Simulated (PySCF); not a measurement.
# One shape, several levels: C2ClF5 (chloropentafluoroethane)

Wanted: a comparison of 6 runs (HF/3-21G, B2PLYP/def2-SVP, B3LYP/def2-SVP, BHLYP/def2-SVP, wB97M-V/def2-SVP, SCS-MP2/def2-SVP) of C2ClF5 (chloropentafluoroethane). 

Program for the calculation: PySCF 2.14.0.

1 further run of the same task is left out (set aside as unsound or not needed).

## 1. The molecule

The species is C2ClF5 (8 atoms), meant as a singlet with charge 0. SMILES: `FC(F)(F)C(F)(F)Cl`. The C2–C5 distance was set to 2.328 Å, away from the relaxed value. At this shape a bond of the SMILES string is far longer than usual.

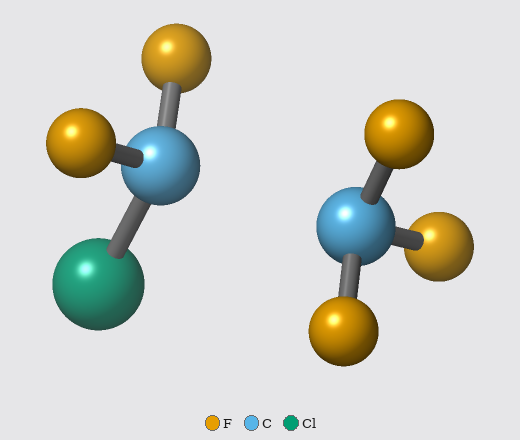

Viewed from a chosen angle; fluorine amber, carbon blue, chlorine teal.

## 2. A single-point energy at HF/3-21G (run 1)

mol.xyz

```xyz
8

F      0.454736    -2.100942    -0.994737
C     -0.023044    -0.900272    -1.282887
F     -1.265904    -1.017942    -1.723767
F      0.722196    -0.359842    -2.238927
C      0.044800     0.472260     0.595750
F     -0.410260     1.675970     0.257120
F      1.311180     0.593310     0.986010
Cl    -0.924140    -0.192510     1.896710
```

calc.py

```python
from pyscf import gto

system = gto.M(
    atom='mol.xyz',
    max_memory=1860,
    verbose=3,
    spin=0,
    basis='3-21g',
)

calc0 = system.RHF()
calc0.conv_tol = 1e-10
calc0.kernel()
if not calc0.converged:
    calc0 = calc0.newton().run(calc0.mo_coeff, calc0.mo_occ)

etot = calc0.e_tot
print('E = %.10f Eh' % etot)
```

On the command line:

```console
OMP_NUM_THREADS=1 python calc.py
```

Output:

```text
converged SCF energy = -1026.98382167177
E = -1026.9838216718 Eh
```

Wall time 1.3 s (1 thread of Intel Xeon at 2.70GHz, shared host); peak memory 0.15 GiB.

## 3. The energy at B2PLYP/def2-SVP (run 2)

input.xyz

```xyz
8
C2ClF5
F      0.454736    -2.100942    -0.994737
C     -0.023044    -0.900272    -1.282887
F     -1.265904    -1.017942    -1.723767
F      0.722196    -0.359842    -2.238927
C      0.044800     0.472260     0.595750
F     -0.410260     1.675970     0.257120
F      1.311180     0.593310     0.986010
Cl    -0.924140    -0.192510     1.896710
```

run.py

```python
from pyscf import gto, dft, mp

molecule = gto.Mole()
molecule.atom = 'input.xyz'
molecule.max_memory = 1860
molecule.verbose = 4
molecule.spin = 0
molecule.basis = 'def2-svp'
molecule.build()

ks = dft.RKS(molecule)
ks.xc = '0.53*HF + 0.47*B88, 0.73*LYP'
ks.grids.level = 5
ks.conv_tol = 1e-10
ks.kernel()
if not ks.converged:
    ks = ks.newton().run(ks.mo_coeff, ks.mo_occ)

pt = mp.MP2(ks, frozen=12).run()
e_final = ks.e_tot + 0.27 * pt.e_corr
print('PT2 part  %.8f' % (0.27 * pt.e_corr))
print('E(%s) = %.9f' % ('B2PLYP', e_final))
```

On the command line:

```console
OMP_NUM_THREADS=1 python run.py
```

Output:

```text
PySCF version 2.14.0

[... 82 lines left out ...]
converged SCF energy = -1033.91515474964
[... 1 line left out ...]
******** <class 'pyscf.mp.mp2.RMP2'> ********
nocc = 25, nmo = 104
frozen orbitals 12
E(RMP2) = -1035.53266456151  E_corr = -1.61750981186669
E(SCS-RMP2) = -1035.46838647683  E_corr = -1.55323172719428
E_corr(same-spin) = -0.447438515822026
E_corr(oppo-spin) = -1.17007129604467
PT2 part  -0.43672765
E(B2PLYP) = -1034.351882399
```

Run time: 36 s. Hardware: 1 thread of Intel Xeon at 2.70GHz, shared host; peak memory 0.66 GiB.

Runs 3 to 4 aren't shown in full; the table further down has their settings and results.

## 4. The energy at wB97M-V/def2-SVP (run 5)

calc.py

```python
from pyscf import gto, dft

mol = gto.M(
    atom='''
F    0.454736  -2.100942  -0.994737
C   -0.023044  -0.900272  -1.282887
F   -1.265904  -1.017942  -1.723767
F    0.722196  -0.359842  -2.238927
C    0.044800   0.472260   0.595750
F   -0.410260   1.675970   0.257120
F    1.311180   0.593310   0.986010
Cl  -0.924140  -0.192510   1.896710
''',
    spin=0,
    max_memory=1860,
    basis='def2-svp',
    verbose=4,
)

mf = dft.RKS(mol)
mf.xc = 'wb97m-v'
mf.grids.level = 5
mf.conv_tol = 1e-10
mf.nlcgrids.level = 1
mf.kernel()
if not mf.converged:
    mf = mf.newton().run(mf.mo_coeff, mf.mo_occ)

e_final = mf.e_tot
print(f'total energy: {e_final:.8f} hartree')
```

On the command line:

```console
OMP_NUM_THREADS=1 python calc.py
```

Output:

```text
PySCF version 2.14.0

[... 90 lines left out ...]
converged SCF energy = -1034.78054156132
total energy: -1034.78054156 hartree
```

Wall time 3.2 min (1 thread of Intel Xeon at 2.70GHz, shared host); peak memory 0.67 GiB.

## 5. A single-point energy at SCS-MP2/def2-SVP (run 6)

calc.py

```python
from pyscf import gto, mp

system = gto.M(
    atom=[
    ('F', (0.454736, -2.100942, -0.994737)),
    ('C', (-0.023044, -0.900272, -1.282887)),
    ('F', (-1.265904, -1.017942, -1.723767)),
    ('F', (0.722196, -0.359842, -2.238927)),
    ('C', (0.044800, 0.472260, 0.595750)),
    ('F', (-0.410260, 1.675970, 0.257120)),
    ('F', (1.311180, 0.593310, 0.986010)),
    ('Cl', (-0.924140, -0.192510, 1.896710)),
],
    basis='def2-svp',
    max_memory=1860,
    verbose=4,
    charge=0,
)

myscf = system.RHF()
myscf.conv_tol = 1e-10
myscf.kernel()
if not myscf.converged:
    myscf = myscf.newton().run(myscf.mo_coeff, myscf.mo_occ)

pt = mp.MP2(myscf, frozen=12).run()
energy = myscf.e_tot + 1.2 * pt.e_corr_os + pt.e_corr_ss / 3
print('E = %.10f Eh' % energy)
```

On the command line:

```console
OMP_NUM_THREADS=1 python calc.py
```

Output:

```text
PySCF version 2.14.0

[... 66 lines left out ...]
converged SCF energy = -1031.68770738583
[... 1 line left out ...]
******** <class 'pyscf.mp.mp2.RMP2'> ********
nocc = 25, nmo = 104
frozen orbitals 12
E(RMP2) = -1033.02261657651  E_corr = -1.33490919067763
E(SCS-RMP2) = -1032.97015994641  E_corr = -1.28245256057218
E_corr(same-spin) = -0.368582847970361
E_corr(oppo-spin) = -0.966326342707268
E = -1032.9701599464 Eh
```

Run time: 5.1 s. Hardware: 1 thread of Intel Xeon at 2.70GHz, shared host; peak memory 0.42 GiB.

## 6. All runs side by side

| run | level | frozen core orbitals | integration grid | energy (Eh) | dipole moment (D) of the reference | HOMO energy (eV) | LUMO energy (eV) | wall time |
| --- | --- | --- | --- | --- | --- | --- | --- | --- |
| 1 | HF/3-21G | – | – | -1026.983822 | 0.38 | -11.61 | 0.77 | 1.3 s |
| 2 | B2PLYP/def2-SVP | 12 | 5 | -1034.351882 | 0.57 | -9.60 | -1.20 | 36 s |
| 3 | B3LYP/def2-SVP | – | 5 | -1034.954112 | 0.42 | -8.08 | -2.62 | 36 s |
| 4 | BHLYP/def2-SVP | – | 5 | -1034.694404 | 0.58 | -9.69 | -1.57 | 39 s |
| 5 | wB97M-V/def2-SVP | – | 5 | -1034.780542 | 0.41 | -10.41 | -0.23 | 3.2 min |
| 6 | SCS-MP2/def2-SVP | 12 | – | -1032.970160 | 0.71 | -11.65 | 1.18 | 5.1 s |

## 7. Results

```
                                           quantity           value
                                run 6: total energy  -1032.97016 Eh
        run 6: dipole moment (Hartree–Fock density)          0.71 D
         run 6: HOMO energy (Hartree–Fock orbitals)       -11.65 eV
         run 6: LUMO energy (Hartree–Fock orbitals)         1.18 eV
       run 6: HOMO–LUMO gap (Hartree–Fock orbitals)        12.83 eV
run 6: correlation energy (12 core orbitals frozen)     -1282.5 mEh
```

Over runs 1, 2, 3, 4, 5 the dipole moment (its size) runs from 0.38 D (HF/3-21G) to 0.58 D (BHLYP/def2-SVP). The two ends differ in method and basis. Over runs 1, 2, 3, 4, 5 the HOMO–LUMO gap runs from 5.46 eV (B3LYP/def2-SVP) to 12.38 eV (HF/3-21G). Totals of different functionals can't be ranked against each other. All runs together took 5.2 min, the longest 3.2 min.
